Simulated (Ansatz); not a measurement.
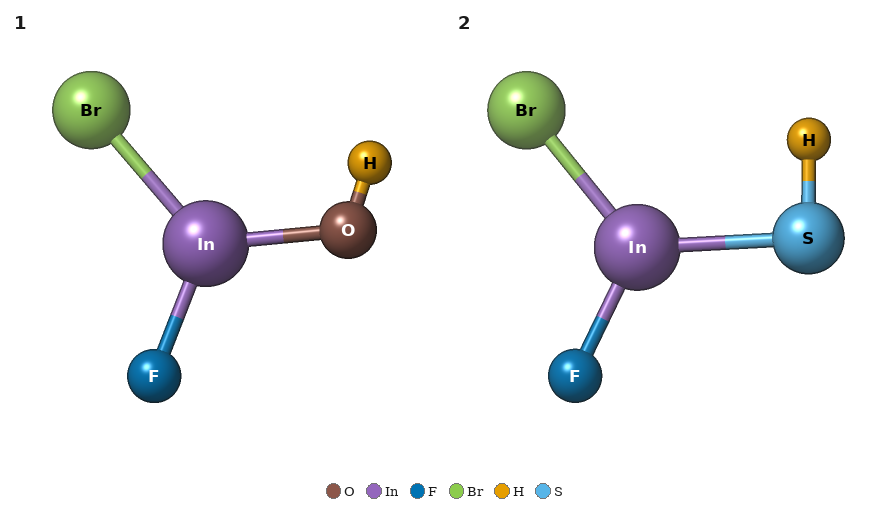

2 molecules with one skeleton, seen from the same side and at one scale. Charge 0, singlet. Computed geometries: PBE0-D4/def2-TZVP optimisations, one conformation each. Properties computed with Ansatz 0.2.0. Elements past Kr carry core potentials.

One atom differs, called X below: O in panel 1, S in panel 2. Their formulas are BrFHInO (`[OH][In]([F])[Br]`), BrFHInS (`[F][In]([SH])[Br]`).

> In which is the HOMO energy (Kohn–Sham orbital) higher (CAM-B3LYP-D4/def2-TZVPP)?

In panel 2 (X = S).

> In which is the dipole moment larger (ωB97M-V/def2-TZVPP)?

In panel 1 (X = O).

Give the values. With PBE0-D4/def2-TZVP: length of X–H (Å), length of X–In (Å), angle In–X–H (°). With CAM-B3LYP-D4/def2-TZVPP: HOMO energy (Kohn–Sham orbital) (eV), HOMO–LUMO gap (eV). With ωB97M-V/def2-TZVPP: dipole moment (D).

| quantity | 1 (O) | 2 (S) | 2 − 1 |
| --- | --- | --- | --- |
| length of X–H (Å) | 0.962 | 1.345 | +0.383 |
| length of X–In (Å) | 1.959 | 2.351 | +0.392 |
| angle In–X–H (°) | 112.2 | 92.1 | −20.1 |
| HOMO energy (Kohn–Sham orbital) (eV) | −10.29 | −9.66 | +0.63 |
| HOMO–LUMO gap (eV) | 8.49 | 8.00 | −0.49 |
| dipole moment (D) | 2.50 | 2.39 | −0.11 |
